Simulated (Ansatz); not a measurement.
H4N2Si···NH3

Input

```
crystal:
  periodic: [false, false, false]
  atoms:
    - { symbol: Si, position_ang: [0.0, 0.0, 0.0] }
    - { symbol: H, position_ang: [0.8198, 0.0, 1.4434] }
    - { symbol: "N", position_ang: [1.9526, 0.0, 0.5176] }
    - { symbol: H, position_ang: [2.4509, -0.918, 0.3369] }
    - { symbol: H, position_ang: [2.4539, 0.918, 0.3453] }
    - { symbol: "N", position_ang: [-0.8572, 1.4851, -0.6061] }
    - { symbol: H, position_ang: [-1.8773, 1.43, -0.8888] }
    - { symbol: H, position_ang: [-0.3367, 2.4058, -0.6766] }
    - { symbol: "N", position_ang: [-0.8572, -1.4851, -0.6061] }
    - { symbol: H, position_ang: [-1.3922, -2.1014, 0.0704] }
    - { symbol: H, position_ang: [-0.8219, -1.7344, -1.6357] }
basis:
  gaussian: { orbitals: def2-SVP }
hamiltonian:
  xc: pbe0
relax:
  f_tol: 0.15
  max_steps: 25
  restrain:
    - { distance: [1, 2], at: 1.06, k: 30.0 }
    - { distance: [0, 1], at: 2.66, k: 30.0 }
    - { distance: [0, 2], at: 3.02, k: 30.0 }
output:
  orbitals: {}
```

Launched as:

```sh
ansatz run input.yaml --threads 2 --pin off --max-ram 3072MiB --backend cpu --events-out ev --progress --plain --runs-dir out
```

The fields are those of the run's last geometry, not of the input's.

Not at a stationary point (largest force 0.7 eV/Å).

These are results of RKS PBE0/def2-SVP in Ansatz 0.2.0, not measurements.

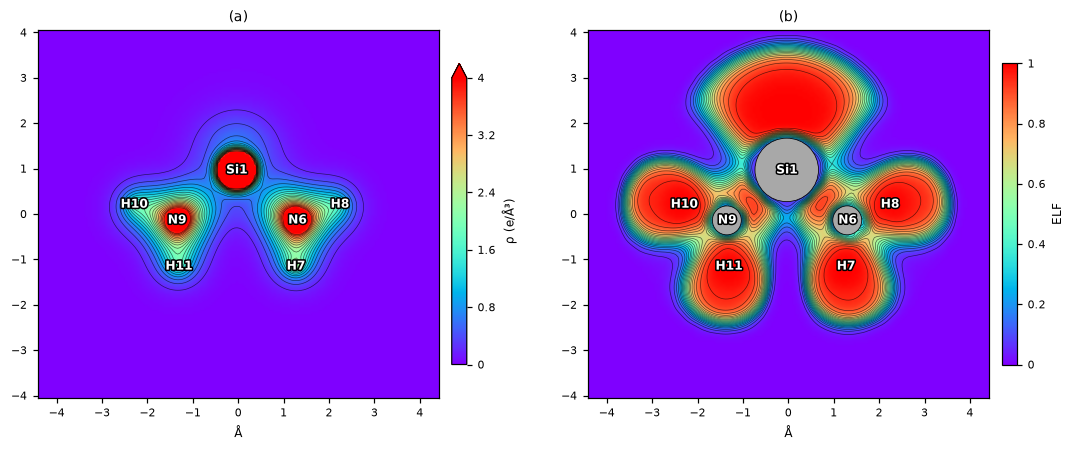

Figure 1. (a) electron density; (b) electron localisation function on the plane of atoms Si1, N6 and H7. Grey discs cover the atomic cores in the ELF map.

Q: What do the fields say about this system?

A:
- Atoms in the plane: Si, N and H.
- Si–N (1.73 Å): ρ is about 1 e/Å³ halfway; the ELF peaks at about 0.90 between the atoms; a polar covalent bond.
- N–H (1.01 Å): the density is about 2.8 e/Å³ at the midpoint; the ELF climbs to about 1 towards the hydrogen, as it does in any bond to H (a covalent bond by its length).
- The ELF also peaks beside Si1, away from the bonds: lone-pair regions.

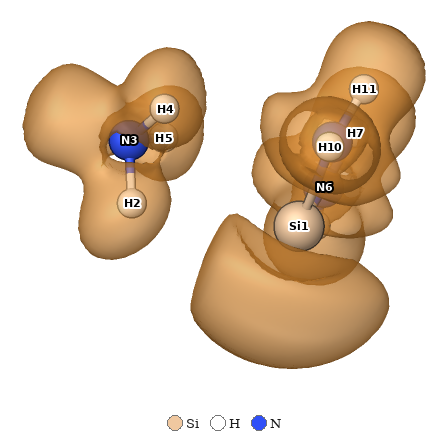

Figure 2. Isosurface of the electron localisation function at 0.75 (orange), seen from one side. Only the valence region is drawn (cores and ρ < 0.01 e/Å³ removed).

Q: What do the ELF domains correspond to?

A: The surface consists of one lobe on Si, pointing away from the bonds (lone pairs) and three joined regions spread over several atoms (H, N), in which their bonds and any lone pairs are merged. Along the contacts the grid gives the following. Si1···N3 (3.02 Å): the ELF dips to about 0.10 between them.

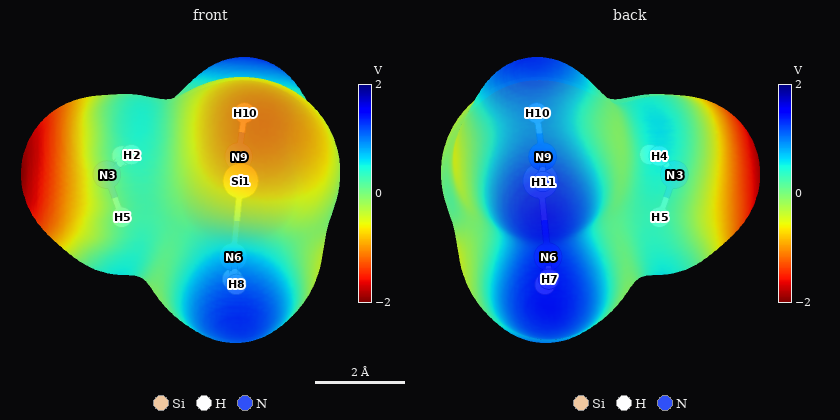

Figure 3. The molecular electrostatic potential painted on the density surface at 0.001 e/bohr³, seen from the front and from behind; the colour scale runs from red (negative) to blue (positive).

Q: Which sites attract a positive test charge, and which a negative one?

A: A positive charge is drawn to the negative regions and a negative charge to the positive ones. The most negative region (about −1.9 V) lies over N3, the most positive (about +1.4 V) over H7 and H11. N3 is the likeliest acceptor of a hydrogen bond.

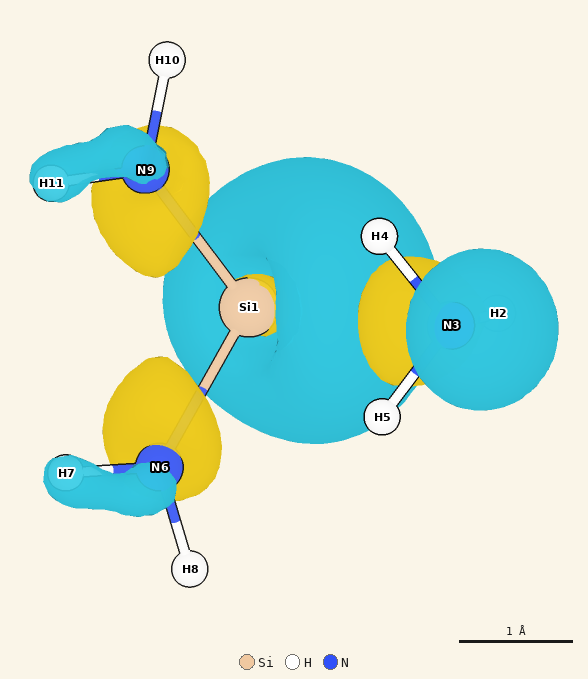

Figure 4. The HOMO at ±0.15 Å⁻³ᐟ² (yellow and cyan are the two phases), seen at an oblique angle.

Q: What is the character of this orbital?

A: Its weight (Hirshfeld) is mainly on Si1 (about 65 %), N3 (about 15 %), N9 (about 5 %) and N6 (about 5 %). Its energy is −6.16 eV.
